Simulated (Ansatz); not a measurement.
Ge (diamond structure), cut as (110) film, 9 layers, monofluoride, biaxial strain +2 %, F-ended

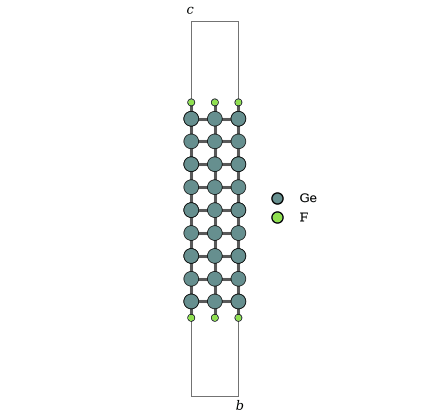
Figure. Final geometry, one periodic cell

All values below come from PBE (plane waves to 420 eV, PAW; Ansatz, a first-principles code).

change of bonding against the cut: none
number of neighbours within 3.007 Å (ending not counted): 3 for 4 atoms, 4 for 14 atoms
mean Ge-Ge distance (least to greatest): 2.517 Å (2.504 to 2.535)
